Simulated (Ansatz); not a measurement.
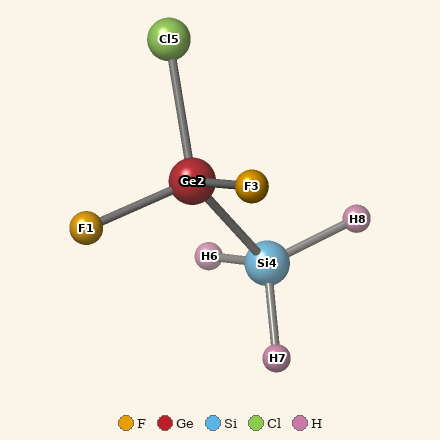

The system is ClF₂GeH₃Si (SMILES [F][Ge]([F])([SiH3])[Cl]) with the probe HF; the picture shows it without the atoms that are moved over the map. 
- The probe is moved over a plane parallel to the molecule's main plane, 4.49 Å above it.
- The first coordinate is: x of the probe's F atom; the second: y of the probe's F atom.
- Nothing is relaxed (molecule and probe rigid, the probe upright with F nearest the plane).
- The grid has 15 × 9 points.
- Points are written as (first, second).
- Energies are in cm⁻¹, from molecule and probe far apart, each relaxed in its own basis (no counterpoise correction).
- Method: RKS PBE-D4/def2-SVPD (Ansatz 0.2.0).

Range: x of the probe's F atom from −4.55 to 4.55 Å; y of the probe's F atom from −2.60 to 2.60 Å.

Question: What will the energy surface look like?

Answer: The lowest grid point is at (2.60 Å, 1.30 Å), −423 cm⁻¹ from molecule and probe far apart, each relaxed in its own basis (no counterpoise correction). It is the only kind of minimum in the scanned range. The highest grid point, (−2.60 Å, −2.60 Å), lies 545 cm⁻¹ above the lowest. Near the minimum the well is nearly round, with a curvature of about 0.014 eV/Å².

| y of the probe's F atom ↓, x of the probe's F atom → | −4.55 | −3.90 | −3.25 | −2.60 | −1.95 | −1.30 | −0.65 | 0.00 | 0.65 | 1.30 | 1.95 | 2.60 | 3.25 | 3.90 | 4.55 |
| --- | --- | --- | --- | --- | --- | --- | --- | --- | --- | --- | --- | --- | --- | --- | --- |
| 2.60 | 38 | 32 | 18 | −4 | −36 | −77 | −125 | −178 | −232 | −283 | −321 | −333 | −310 | −265 | −217 |
| 1.95 | 47 | 41 | 26 | 1 | −37 | −87 | −147 | −213 | −278 | −338 | −385 | −398 | −366 | −308 | −249 |
| 1.30 | 58 | 53 | 40 | 15 | −25 | −80 | −150 | −226 | −301 | −366 | −413 | −423 | −389 | −330 | −266 |
| 0.65 | 69 | 67 | 58 | 39 | 3 | −52 | −124 | −207 | −287 | −354 | −398 | −407 | −378 | −326 | −267 |
| 0.00 | 80 | 82 | 79 | 68 | 39 | −11 | −80 | −160 | −239 | −304 | −348 | −363 | −345 | −303 | −251 |
| −0.65 | 89 | 95 | 98 | 94 | 72 | 26 | −35 | −103 | −170 | −230 | −276 | −300 | −293 | −263 | −222 |
| −1.30 | 95 | 104 | 112 | 112 | 95 | 57 | 7 | −47 | −100 | −151 | −197 | −226 | −229 | −212 | −184 |
| −1.95 | 97 | 109 | 118 | 122 | 110 | 81 | 43 | 3 | −37 | −81 | −124 | −155 | −166 | −160 | −144 |
| −2.60 | 96 | 108 | 118 | 122 | 117 | 97 | 70 | 42 | 10 | −29 | −68 | −97 | −112 | −114 | −106 |

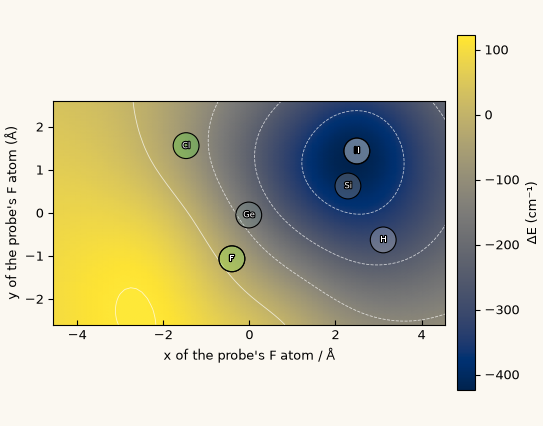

Drawn: a smooth colour map with a few white contour lines, labelled circles for the molecule's atoms, projected on the plane. Between grid points the surface is interpolated.

The whole map (135 points run) took 29 min on 1 thread of Arm Neoverse V2, on a shared host.
